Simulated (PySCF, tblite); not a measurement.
# C5H14O3Si: geometry, infrared bands and NMR shifts

Aim: predict the infrared bands and NMR shifts of C5H14O3Si (`CC[C@@](CO)(OC)O[SiH3]`).

Programs: tblite 0.8.0 and PySCF 2.14.0, with density-fitted response routines of our own. Each step states its level of theory. These are calculated values for one molecule in the gas phase, unless marked as measured. Atoms are numbered from 0 throughout.

### Step 1. Starting geometry

23 atoms, charge 0, multiplicity 1; geometry from: force field or distance geometry start.

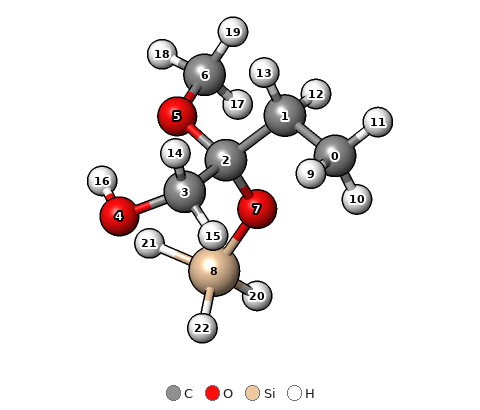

The starting geometry (carbon grey, oxygen red, silicon light orange, hydrogen white), atoms numbered.

### Step 2. Geometry optimisation with GFN2-xTB

What the job is given:

```
{"job": {"kind": "relax", "xc": "GFN2-xTB", "basis": "xTB"}, "charge": 0, "multiplicity": 1}
C     -2.042900    -1.076800     1.090500
C     -1.504100     0.190700     0.423800
C     -0.079700     0.020300    -0.193800
C     -0.153100    -1.104500    -1.279800
O      0.971400    -1.066500    -2.152900
O      0.275100     1.216200    -0.928400
C      0.252400     2.428300    -0.182300
O      0.808600    -0.254800     0.890100
Si     2.417900    -0.613000     0.688700
H     -2.244400    -1.862900     0.360900
H     -1.369100    -1.464400     1.848800
H     -3.007600    -0.853000     1.585000
H     -1.467700     0.959200     1.222800
H     -2.203700     0.545400    -0.325200
H     -1.042000    -0.981300    -1.901000
H     -0.175900    -2.104400    -0.801500
H      1.112500    -0.109000    -2.336500
H      0.766200     2.319900     0.780200
H      0.761800     3.198000    -0.758400
H     -0.773800     2.757600    -0.017600
H      3.097500    -0.393100     1.989200
H      3.021700     0.301300    -0.312800
H      2.574100    -2.026100     0.320300
```

Started as:

```
$ OMP_NUM_THREADS=1 python probes_run.py task.json out
```

The driver reads the jobs from task.json and runs them one after another.

Output:

```text
step      E/eV     max force
  0    -866.03567    1.433
  1    -866.13206    0.948
  2    -866.19240    0.555
  3    -866.22284    0.438
  4    -866.24448    0.402
  5    -866.26587    0.400
  6    -866.28707    0.377
  7    -866.30095    0.269
  8    -866.31008    0.258
  9    -866.31844    0.284
 10    -866.32669    0.237
 11    -866.33325    0.189
 12    -866.33826    0.174
 13    -866.34251    0.170
 14    -866.34635    0.152
 15    -866.34966    0.109
 16    -866.35255    0.108
 17    -866.35527    0.115
 18    -866.35779    0.120
 19    -866.35997    0.104
 20    -866.36206    0.101
 21    -866.36447    0.116
 22    -866.36721    0.130
 23    -866.36984    0.117
 24    -866.37207    0.114
 25    -866.37396    0.098
 26    -866.37550    0.077
 27    -866.37653    0.059
 28    -866.37714    0.067
 29    -866.37766    0.068
 30    -866.37826    0.065
 31    -866.37886    0.057
 32    -866.37930    0.047
 33    -866.37964    0.045
 34    -866.38002    0.050
 35    -866.38047    0.061
 36    -866.38087    0.041
 37    -866.38115    0.040
 38    -866.38137    0.041
 39    -866.38166    0.052
 40    -866.38201    0.059
 41    -866.38232    0.038
 42    -866.38251    0.027
 43    -866.38265    0.023
 44    -866.38278    0.030
 45    -866.38290    0.025
 46    -866.38301    0.021
 47    -866.38312    0.027
 48    -866.38324    0.029
 49    -866.38337    0.032
 50    -866.38349    0.022
 51    -866.38359    0.022
 52    -866.38369    0.027
 53    -866.38379    0.025
 54    -866.38388    0.021
 55    -866.38396    0.023
 56    -866.38405    0.028
 57    -866.38418    0.034
 58    -866.38431    0.031
 59    -866.38443    0.027
 60    -866.38452    0.033
 61    -866.38461    0.026
 62    -866.38469    0.020
 63    -866.38475    0.019
 64    -866.38480    0.020
 65    -866.38485    0.024
 66    -866.38491    0.019
 67    -866.38496    0.015
 68    -866.38499    0.011
 69    -866.38501    0.009
```

Wall time 1 s (1 thread of Arm Neoverse N1, shared host); peak memory 0.18 GiB.

Along the way: (not every step is listed)

```tsv
step	energy from step 0 (eV)	largest force (eV/Å)
0	0.0000	1.4333
1	-0.0964	0.9484
2	-0.1567	0.5550
3	-0.1872	0.4383
4	-0.2088	0.4023
5	-0.2302	0.3998
6	-0.2514	0.3774
7	-0.2653	0.2687
8	-0.2744	0.2580
13	-0.3068	0.1699
18	-0.3221	0.1199
23	-0.3342	0.1168
28	-0.3415	0.0675
33	-0.3440	0.0447
38	-0.3457	0.0413
43	-0.3470	0.0233
48	-0.3476	0.0291
53	-0.3481	0.0251
58	-0.3486	0.0310
63	-0.3491	0.0188
64	-0.3491	0.0199
65	-0.3492	0.0243
66	-0.3492	0.0194
67	-0.3493	0.0152
68	-0.3493	0.0110
69	-0.3493	0.0094
```

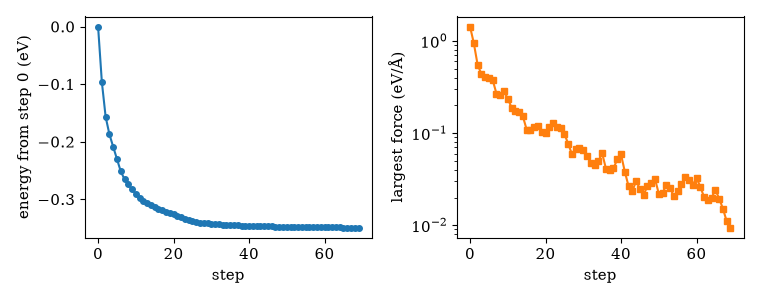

Energy and force, step by step.

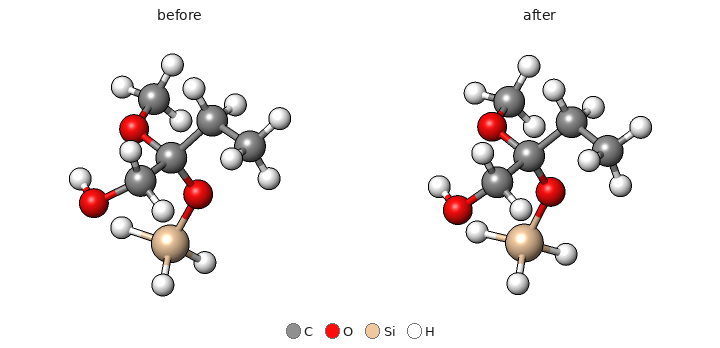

The geometry before (left) and after (right).

Distances of close pairs at the start and the end, largest changes first:

```tsv
bond	before (Å)	after (Å)	change (Å)
C2–O7	1.428	1.379	-0.049
O7–Si8	1.661	1.634	-0.027
C3–O4	1.424	1.397	-0.027
C2–C3	1.565	1.539	-0.026
C2–O5	1.448	1.422	-0.025
C1–C2	1.562	1.537	-0.025
Si8–H21	1.484	1.463	-0.022
Si8–H20	1.484	1.463	-0.021
```

The next job starts from the end point, and lists it.

### Step 3. Vibrational analysis with GFN2-xTB

What the job is given:

```
{"job": {"kind": "ir", "xc": "GFN2-xTB", "basis": "xTB"}, "charge": 0, "multiplicity": 1}
C     -2.009863    -1.130580     1.119441
C     -1.556998     0.173727     0.475855
C     -0.181319     0.063651    -0.201360
C     -0.126453    -1.052140    -1.260420
O      1.124170    -1.044809    -1.884009
O      0.123983     1.231398    -0.953761
C      0.281503     2.425318    -0.214815
O      0.775942    -0.147938     0.769075
Si     2.331856    -0.609927     0.578857
H     -2.268677    -1.871571     0.367791
H     -1.215983    -1.526275     1.747756
H     -2.886088    -0.951042     1.737956
H     -1.476465     0.940291     1.248678
H     -2.280011     0.507992    -0.270814
H     -0.937069    -0.900969    -1.984112
H     -0.229187    -2.023302    -0.777708
H      1.267435    -0.148773    -2.216358
H      0.846132     2.243669     0.702216
H      0.839313     3.104512    -0.857386
H     -0.688778     2.869750     0.027450
H      2.725004    -0.364859     1.966654
H      3.067930     0.257767    -0.340086
H      2.468869    -2.018906     0.229179
```

Output:

```text
mode    cm-1     km/mol
  1      62.8      0.63
  2      86.3      1.37
  3     120.2      3.43
  4     134.1     22.63
  5     152.9      2.71
  6     179.5      1.13
  7     206.2      1.12
  8     214.8     11.90
  9     248.0      1.14
 10     262.2      1.72
 11     307.0      2.13
 12     334.4      4.11
 13     379.2      3.42
 14     430.3     19.72
 15     508.7    178.55
 16     560.1     10.85
 17     584.1     53.64
 18     628.0     98.92
 19     648.7     23.68
 20     730.3     37.97
 21     788.9    110.59
 22     793.6    113.66
 23     799.3    162.22
 24     835.7    314.96
 25     860.5    131.36
 26     950.8     34.74
 27     999.6     47.51
 28    1030.0     72.54
 29    1046.1     93.40
 30    1074.2     85.46
 31    1107.5      4.32
 32    1113.2    103.87
 33    1132.7     10.68
 34    1143.6      5.02
 35    1165.8    116.94
 36    1171.5     32.99
 37    1209.0     46.66
 38    1265.0     30.21
 39    1294.2     50.40
 40    1331.2      6.84
 41    1340.7     52.28
 42    1395.7      1.86
 43    1407.7      2.52
 44    1454.8      2.12
 45    1464.4      3.58
 46    1476.8      1.23
 47    1483.3      2.56
 48    1498.7      4.31
 49    1505.8      4.08
 50    2242.6    372.16
 51    2258.5    332.67
 52    2291.6    169.18
 53    2909.5     54.27
 54    2934.2     45.22
 55    2971.1     16.36
 56    2979.0     41.92
 57    2989.1     19.93
 58    3015.5     14.93
 59    3018.9     22.50
 60    3035.7     36.37
 61    3045.8     37.49
 62    3047.4     19.46
 63    3498.9     35.77
```

Run time: 1.9 s. Hardware: 1 thread of Arm Neoverse N1, shared host; peak memory 0.18 GiB.

The strongest bands and the atoms that carry them (share of the mass-weighted mode):

```tsv
cm⁻¹	km/mol	atoms
509	178.6	H16 78 %
799	162.2	H20 30 %, H22 21 %, H21 13 %
836	315.0	H20 34 %, H22 32 %, H21 13 %
860	131.4	Si8 11 %, O7 10 %
1166	116.9	C2 29 %, H14 11 %, O7 10 %, H15 10 %
2243	372.2	H21 84 %, H20 11 %
2258	332.7	H20 77 %, H22 10 %
2292	169.2	H22 86 %
```

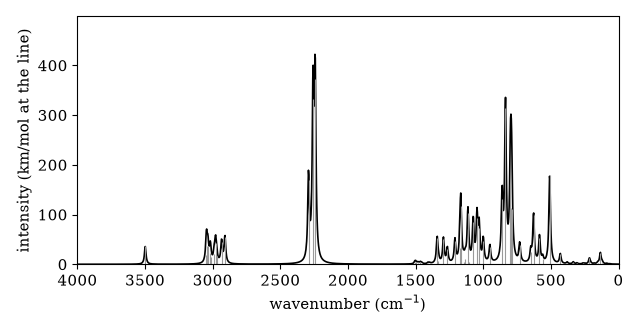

The infrared spectrum from these modes, unscaled. Lines are broadened to a width of 14 cm⁻¹ (Lorentzian).

### Step 4. NMR shieldings: PBE0/pcSseg-1

Settings changed since step 3:

```diff
@@ -1,2 +1,2 @@
-{"job": {"kind": "ir", "xc": "GFN2-xTB", "basis": "xTB"}, "charge": 0, "multiplicity": 1}
+{"job": {"kind": "nmr", "xc": "PBE0", "basis": "pcSseg-1"}, "charge": 0, "multiplicity": 1}
 C     -2.009863    -1.130580     1.119441
```

Level: GIAO PBE0/pcSseg-1 NMR shielding, non-relativistic, gas phase.

Output:

```text
coarse grid: 18992 points
cycle   1  E = -713.2157200604  dE =  1.115e+00  |g| = 9.833e-01  |ddm| = 4.096e+00
cycle   2  E = -713.0415961849  dE =  1.741e-01  |g| = 1.401e+00  |ddm| = 1.806e+00
cycle   3  E = -713.3871001541  dE = -3.455e-01  |g| = 1.048e-01  |ddm| = 1.178e+00
cycle   4  E = -713.3887979640  dE = -1.698e-03  |g| = 4.885e-02  |ddm| = 1.088e-01
cycle   5  E = -713.3892837580  dE = -4.858e-04  |g| = 1.172e-02  |ddm| = 4.347e-02
cycle   6  E = -713.3893020056  dE = -1.825e-05  |g| = 5.374e-03  |ddm| = 1.211e-02
cycle   7  E = -713.3893074828  dE = -5.477e-06  |g| = 3.962e-04  |ddm| = 4.212e-03
final grid: 176800 points
cycle   8  E = -713.4749840346  dE = -6.071e-05  |g| = 1.476e-02  |ddm| = 3.827e-02
cycle   9  E = -713.4749460353  dE =  3.800e-05  |g| = 2.082e-02  |ddm| = 2.370e-02
cycle  10  E = -713.4750247255  dE = -7.869e-05  |g| = 1.383e-03  |ddm| = 1.439e-02
cycle  11  E = -713.4750251247  dE = -3.991e-07  |g| = 2.337e-04  |ddm| = 1.366e-03
cycle  12  E = -713.4750251353  dE = -1.065e-08  |g| = 9.326e-05  |ddm| = 2.626e-04
cycle  13  E = -713.4750251366  dE = -1.327e-09  |g| = 3.941e-05  |ddm| = 9.863e-05
cycle  14  E = -713.4750251369  dE = -2.708e-10  |g| = 6.119e-06  |ddm| = 3.394e-05
converged SCF energy = -713.4750251369

GIAO shielding tensors (ppm)
atom      isotropic    diamagn.    paramagn.     s11        s22        s33       span
  0 C      176.989     247.497     -70.509    169.236    175.045    186.685     17.449
  1 C      155.065     249.762     -94.698    136.803    153.511    174.879     38.076
  2 C       85.397     245.298    -159.901     67.436     85.323    103.432     35.996
  3 C      116.551     247.862    -131.310     93.102    114.768    141.785     48.683
  4 O      311.861     391.037     -79.176    266.556    319.520    349.506     82.951
  5 O      270.038     402.238    -132.200    201.485    256.963    351.667    150.182
  6 C      137.203     245.952    -108.749    109.214    118.330    184.065     74.851
  7 O      288.021     400.348    -112.327    241.550    294.241    328.274     86.724
  8 Si     396.528     880.720    -484.191    355.417    370.435    463.732    108.315
  9 H       30.963      30.285       0.678     25.844     29.933     37.112     11.269
 10 H       30.565      31.008      -0.442     25.369     30.833     35.494     10.125
 11 H       30.685      28.014       2.672     25.620     27.701     38.734     13.114
 12 H       29.737      33.030      -3.293     24.419     31.052     33.741      9.322
 13 H       30.410      32.660      -2.249     25.673     29.775     35.783     10.111
 14 H       27.889      31.889      -4.000     22.562     28.527     32.577     10.015
 15 H       27.852      32.391      -4.538     23.074     28.868     31.615      8.542
 16 H       29.565      34.766      -5.200     19.496     29.007     40.194     20.698
 17 H       27.966      31.538      -3.571     23.397     27.032     33.470     10.073
 18 H       28.230      29.623      -1.393     23.846     25.795     35.048     11.203
 19 H       28.329      30.400      -2.071     23.343     26.419     35.224     11.881
 20 H       26.985      30.236      -3.251     22.634     25.328     32.993     10.359
 21 H       26.862      30.875      -4.013     23.452     25.126     32.007      8.555
 22 H       26.723      29.949      -3.226     22.810     25.106     32.252      9.442
```

Run time: 2 min. Hardware: 1 thread of Arm Neoverse N1, shared host; peak memory 1.1 GiB.

Shifts follow as δ = σ(reference) − σ, with reference shieldings (ppm) from runs at the same level and on the same kind of geometry: ¹H TMS 31.72, ¹³C TMS 186.9, ²⁹Si TMS 349.2, ¹⁷O H2O 336.1. The references are single molecules in the gas phase, so shifts against H2O, NH3, PH3, H3PO4 or CFCl3 are not on the usual liquid scales and can be off by tens of ppm. Atoms listed in one row are averaged.

```tsv
atoms	environment	σ (ppm)	δ (ppm)	δ scaled to CDCl3
C2	sp3 carbon bearing two oxygens	85.4	101.5	97.2
C3	sp3 CH2 bonded to O	116.6	70.4	66.8
C6	methyl carbon bonded to O	137.2	49.7	46.6
C1	sp3 CH2	155.1	31.9	29.2
C0	methyl carbon	177.0	9.9	7.8
H20, H21, H22	hydrogen on a silicon bonded to O	26.86	4.86	–
H15	hydrogen on an sp3 CH2 bonded to O	27.85	3.86	3.75
H14	hydrogen on an sp3 CH2 bonded to O	27.89	3.83	3.71
H17, H18, H19	hydrogen on a methyl carbon bonded to O	28.17	3.54	3.44
H16	hydrogen on an alcohol oxygen	29.57	2.15	–
H12	hydrogen on an sp3 CH2	29.74	1.98	1.97
H13	hydrogen on an sp3 CH2	30.41	1.31	1.34
H9, H10, H11	hydrogen on a methyl carbon	30.74	0.98	1.03
O5	ether oxygen	270.0	66.0	–
O7	oxygen bonded to C, Si	288.0	48.1	–
O4	alcohol oxygen	311.9	24.2	–
Si8	silicon bonded to O, 3 H	396.5	-47.4	–
```

The scaled column applies a straight-line fit of computed shieldings to shifts measured in CDCl3 (root-mean-square error 0.16 ppm for H, 1.9 ppm for C).

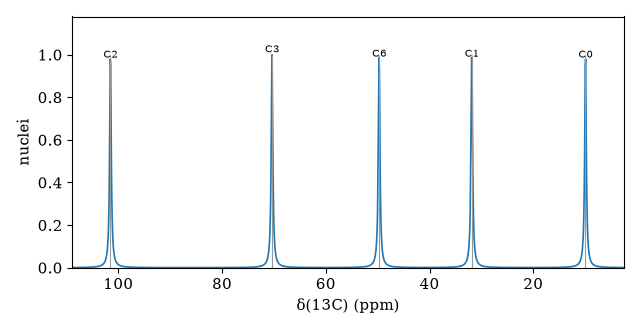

¹³C lines at the computed shifts, without couplings. Lines are broadened to a width of 0.37 ppm (Lorentzian).

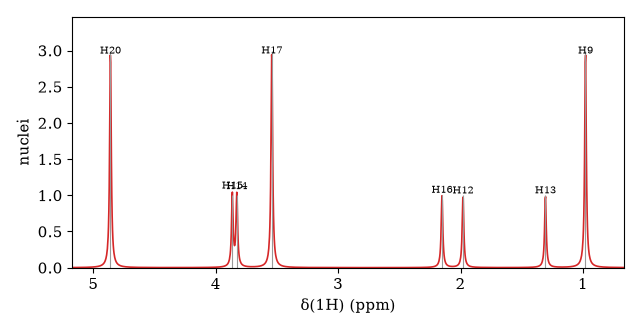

¹H lines at the computed shifts, without couplings. Lines are broadened to a width of 0.02 ppm (Lorentzian).

Charges from the same density, by scheme (e):

```tsv
atoms	Mulliken	IAO	Hirshfeld	ESP fit
C0	-0.27	-0.42	-0.12	-0.32
C1	-0.18	-0.27	-0.08	-0.06
C2	0.14	0.38	0.15	0.28
C3	0.17	-0.07	-0.01	0.04
O4	-0.45	-0.53	-0.19	-0.58
O5	-0.54	-0.42	-0.14	-0.35
C6	-0.03	-0.21	-0.04	-0.17
O7	-0.62	-0.64	-0.21	-0.35
Si8	0.69	0.85	0.35	0.49
```

Mulliken charges:

C0 -0.27; C1 -0.18; C2 0.14; C3 0.17; O4 -0.45; O5 -0.54; C6 -0.03; O7 -0.62; Si8 0.69; H9 0.11; H10 0.13; H11 0.12; H12 0.13; H13 0.12; H14 0.11; H15 0.13; H16 0.25; H17 0.12; H18 0.12; H19 0.10; H20 -0.13; H21 -0.12; H22 -0.10

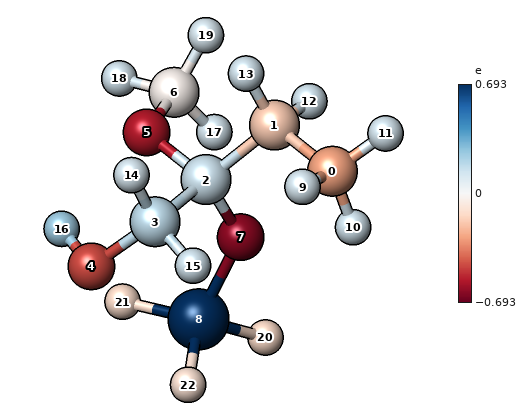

Mulliken charges, as colours on the atoms.

Mayer bond orders: C0–C1 1.06, C1–C2 0.99, C2–C3 0.97, C3–O4 0.93, C2–O5 0.92, O5–C6 0.91, C2–O7 0.89, O7–Si8 0.89.

The fields below are evaluated on a grid from the run's orbitals.

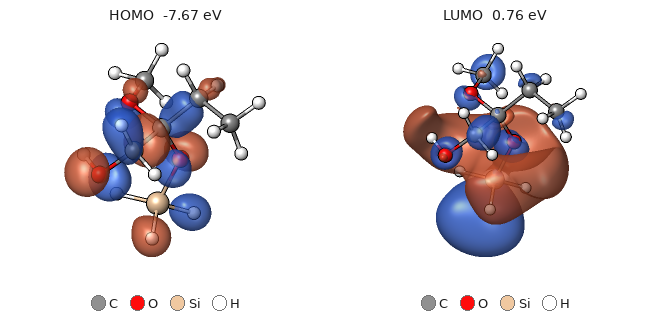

PBE0/pcSseg-1 orbitals near the gap, drawn at the value that encloses 70 % of each; the two colours are the two signs.

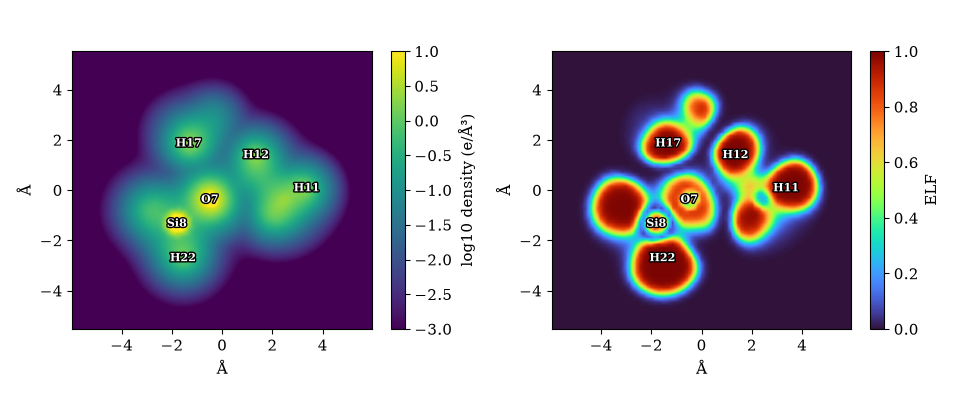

Density (left) and ELF (right) in a plane through or near 6 of the atoms.

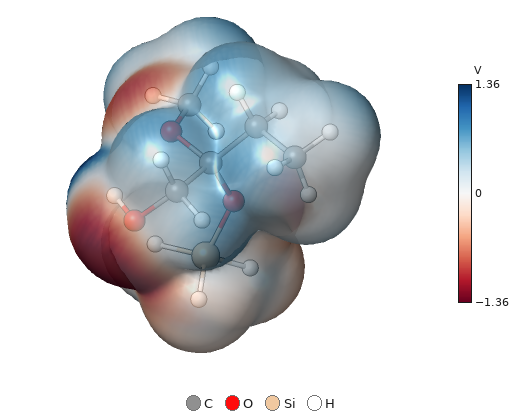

The potential that a unit positive charge feels on the 0.002 e/bohr³ surface, from -1.36 V near O4 to 1.27 V near H16.

### Step 5. What came out

| quantity | value |
| --- | --- |
| strongest single infrared mode (GFN2-xTB) | 2243 cm⁻¹, 372 km/mol |
| zero-point energy (GFN2-xTB) | 116.0 kcal/mol |
| ¹³C shifts against TMS (PBE0/pcSseg-1) | 101.5, 70.4, 49.7, 31.9, 9.9 ppm |
| ¹H shifts against TMS (PBE0/pcSseg-1, means over atoms taken as alike) | 4.86, 3.86, 3.83, 3.54, 2.15, 1.98, 1.31, 0.98 ppm |
| ¹⁷O shifts against H2O (PBE0/pcSseg-1) | 66.0, 48.1, 24.2 ppm |
| ²⁹Si shifts against TMS (PBE0/pcSseg-1) | -47.4 ppm |
| surface potential, least and greatest | -1.36 V and 1.27 V |

In words: Relaxing lowered the energy by 0.349 eV in 69 steps; the close pair that moved most is C2–O7, from 1.428 to 1.379 Å. All 63 modes are real, so the xTB geometry is a minimum. The strongest single mode, at 2243 cm⁻¹, moves mainly H21. Unscaled tight-binding wavenumbers are off by several per cent, some by more. Its intensities can rank the bands wrongly. At PBE0/pcSseg-1: The largest span, 150 ppm, is at O5, where the paramagnetic term is -132 ppm.
